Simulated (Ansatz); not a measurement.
A series of calculations on AlPH$_{3}$F$_{3}$

**1. Relaxation**

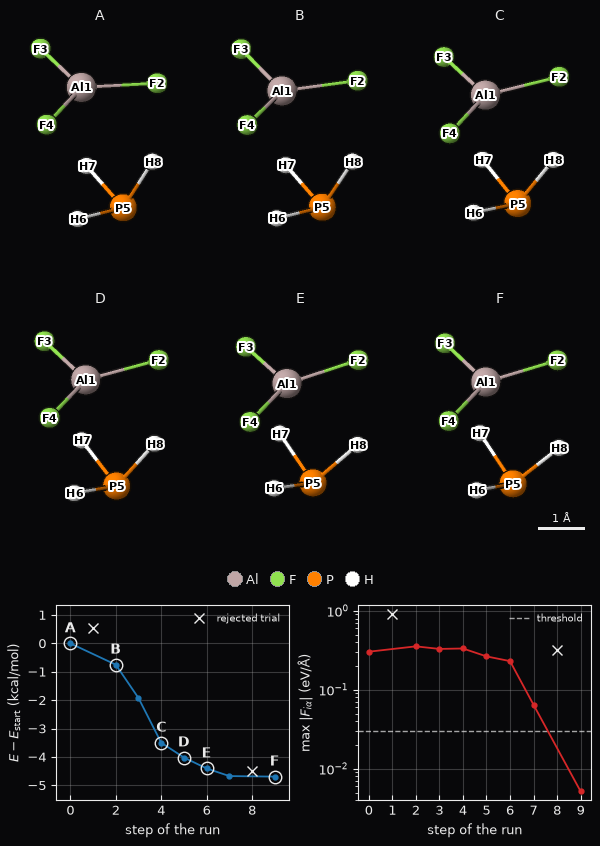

Frames of a relaxation of AlPH3F3, marked on the history of the run. A ball-and-stick model, seen from a free direction.

The run prepares an end point of a later path (reaction) calculation, from a guessed geometry.

Level of theory: Ansatz 0.2.0, RKS PBE0/cc-pVDZ.

Input
```yaml
crystal:
  periodic: [false, false, false]
  atoms:
    - { symbol: Al, position_ang: [0.013913, 0.13457, 0.014525] }
    - { symbol: F, position_ang: [-0.08352, 0.364154, 1.682173] }
    - { symbol: F, position_ang: [1.503936, 0.178254, -0.748606] }
    - { symbol: F, position_ang: [-1.393429, 0.021234, -0.88631] }
    - { symbol: P, position_ang: [0.185934, -3.087575, 1.288478] }
    - { symbol: H, position_ang: [-0.677108, -2.874839, 0.158503] }
    - { symbol: H, position_ang: [1.38137, -2.776097, 0.558499] }
    - { symbol: H, position_ang: [0.026404, -1.759302, 1.794337] }
basis:
  gaussian: { orbitals: cc-pVDZ }
hamiltonian:
  xc: pbe0
relax:
  f_tol: 0.03
  max_steps: 50
```

Launched with:
```bash
ansatz run input.yaml --threads 2 --pin off --max-ram 3072MiB --backend cpu --events-out ev --progress --plain --runs-dir out
```

Question: What happens along the run?

Answer: The atom that moves furthest after the best rigid fit is H7 (0.49 Å). Largest moves by element: H 0.49 Å, F 0.41 Å, Al 0.36 Å, P 0.29 Å. Among the contacts that change: Al1–P5 3.469 → 2.887 Å, Al1–F4 1.675 → 1.685 Å, Al1–F3 1.675 → 1.685 Å. Over 7 accepted moves (9 points after the start) the energy falls by 4.69 kcal/mol. Largest force component: 0.3 eV/Å at the start, 0.0052 eV/Å at the end. The line search rejected the trial steps at points 1, 8 of the run. Cost: 31 s on 2 threads of Arm Neoverse V1, with other jobs on the host, peak memory 0.2 GiB. From step 0 to 2: Al1 moves most (0.10 Å), energy −0.75 kcal/mol. From step 2 to 4: F4 moves most (0.24 Å), energy −2.75 kcal/mol. From step 4 to 5: H7 moves most (0.08 Å), energy −0.52 kcal/mol. From step 5 to 6: H7 moves most (0.20 Å), energy −0.39 kcal/mol. From step 6 to 9: H8 moves most (0.09 Å), energy −0.29 kcal/mol.

```tsv
step	E − E(0), kcal/mol	largest force component, eV/Å	note
0	0.00	0.3038	
1	0.53	0.9224	rejected
2	-0.75	0.3553	
3	-1.93	0.3296	
4	-3.50	0.3337	
5	-4.02	0.2651	
6	-4.41	0.2310	
7	-4.67	0.0645	
8	-4.50	0.3169	rejected
9	-4.69	0.0052
```

**2. Relaxation**

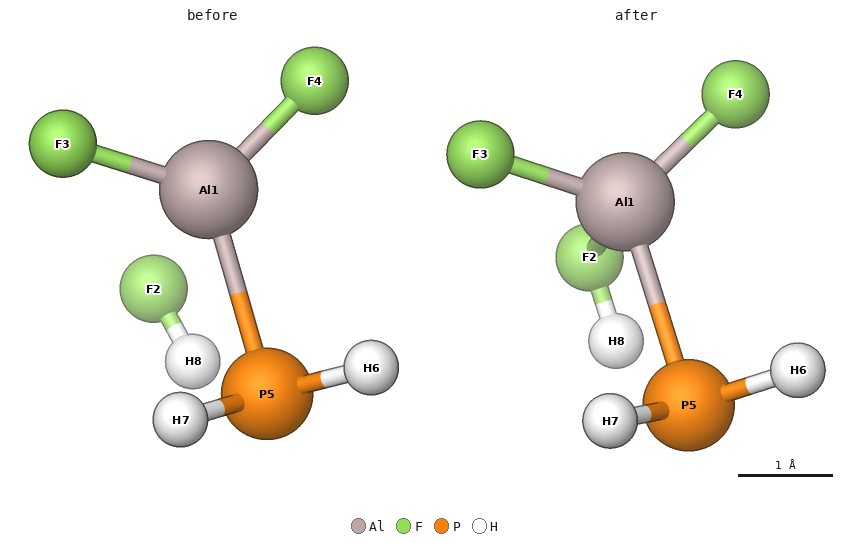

The structure of AlPH₃F₃ before (left) and after (right) a relaxation, at one scale.

The picture is a ball-and-stick view, seen from a free direction.

The run prepares an end point of a later path (reaction) calculation, from a guessed geometry.

Computed with Ansatz 0.2.0, RKS PBE0/cc-pVDZ.

Input
```yaml
crystal:
  periodic: [false, false, false]
  atoms:
    - { symbol: Al, position_ang: [0.083201, -0.626105, -0.368082] }
    - { symbol: F, position_ang: [-0.012549, 0.193644, 2.388676] }
    - { symbol: F, position_ang: [1.498309, 0.19281, -0.771071] }
    - { symbol: F, position_ang: [-1.390446, -0.01177, -0.907004] }
    - { symbol: P, position_ang: [0.129429, -2.591615, 0.803584] }
    - { symbol: H, position_ang: [-0.660422, -3.28862, -0.164395] }
    - { symbol: H, position_ang: [1.405466, -2.963655, 0.271167] }
    - { symbol: H, position_ang: [-0.095488, -0.704288, 2.608724] }
basis:
  gaussian: { orbitals: cc-pVDZ }
hamiltonian:
  xc: pbe0
relax:
  f_tol: 0.03
  max_steps: 50
output:
  orbitals: {}
```

Run as
```bash
ansatz run input.yaml --threads 2 --pin off --max-ram 3072MiB --backend cpu --events-out ev --progress --plain --runs-dir out
```

> Summarise the run.

After 8 geometry steps the energy has fallen by 36.1 kJ/mol. The largest force component goes from 0.44 to 0.03 eV/Å. The largest move after the best rigid fit is that of F2, 0.53 Å. Largest moves by element: F 0.53 Å, Al 0.32 Å, H 0.27 Å, P 0.14 Å. Among the contacts that change: Al1–F2 2.878 → 2.065 Å, Al1–P5 2.289 → 2.339 Å, F2–H8 0.928 → 0.944 Å, Al1–F3 1.684 → 1.689 Å. New bonds form, among them: Al1–F2 (2.88 → 2.06 Å). Among the angles between lasting bonds that change: Al1–P5–H7 92.9° → 95.7°. Cost: 28 s on 2 threads of Arm Neoverse V1, on a shared host, peak memory 0.2 GiB.

Limits of the set-up: the start holds two separate molecules, 2.6 Å apart at their closest, whose relative position is a soft coordinate and is computed without a dispersion correction.

**3. Path**

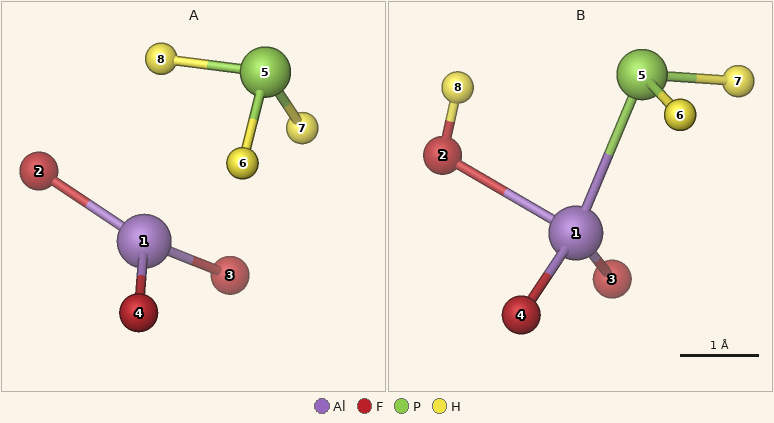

The two relaxed end points of a path for AlPH3F3, made up at the start of AlF$_{3}$ and PH3. The picture is a ball-and-stick view, seen from a free direction.

All numbers below come from RKS PBE0/cc-pVDZ (Ansatz).

Set-up: 7 movable images; climbing image; force threshold 0.05 eV/Å; iteration limit 60.

Start:
```xyz
8

Al    0.0596   -0.1924    0.1462
F    -0.0933    0.5319    1.6603
F     1.5643   -0.1693   -0.6116
F    -1.3212   -0.3722   -0.8029
P     0.2057   -2.9280    1.0564
H    -0.7768   -2.5104    0.0960
H     1.3196   -2.3391    0.3693
H    -0.0004   -1.8201    1.9481
```

End:
```xyz
8

Al    0.1041   -0.5451   -0.0614
F    -0.0957    0.1817    1.8606
F     1.5293    0.2559   -0.4850
F    -1.3687    0.0032   -0.6818
P     0.1974   -2.7054    0.8309
H    -0.6959   -3.2849   -0.1211
H     1.4058   -3.0809    0.1670
H    -0.1188   -0.6240    2.3523
```

**What barrier does the band find between them, and by what path?**

The energy climbs by 0.93 eV to image 5 and then falls by 0.30 eV, so the end point sits at +0.63 eV. Breaking: P5–H8 (1.44 → 1.76 at the top → 2.60 Å). Forming: Al1–P5 (2.89 → 2.50 at the top → 2.34 Å), F2–H8 (2.37 → 1.16 at the top → 0.94 Å). The band converged in 9 iterations, with a climbing image at the top. At the top, the vibrational analysis gives one imaginary mode (811i cm⁻¹), as a transition state must have.

Energies of the converged images:

```tsv
image	path (Å)	E (eV)
0	0.00	0.000
1	0.28	0.008
2	0.56	0.065
3	0.84	0.260
4	1.12	0.671
5	1.40	0.925
6	1.74	0.774
7	2.09	0.651
8	2.44	0.629
```

The geometry at the top of the path:

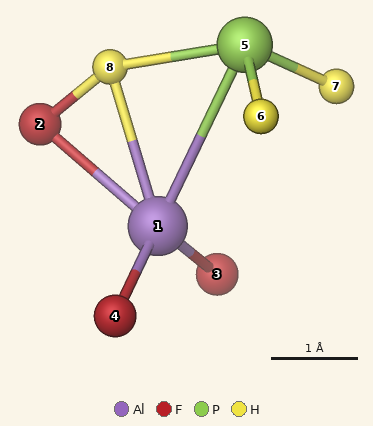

The run took 3.1 min on 2 threads of Arm Neoverse V1, with other jobs on the host, peak memory 0.2 GiB.
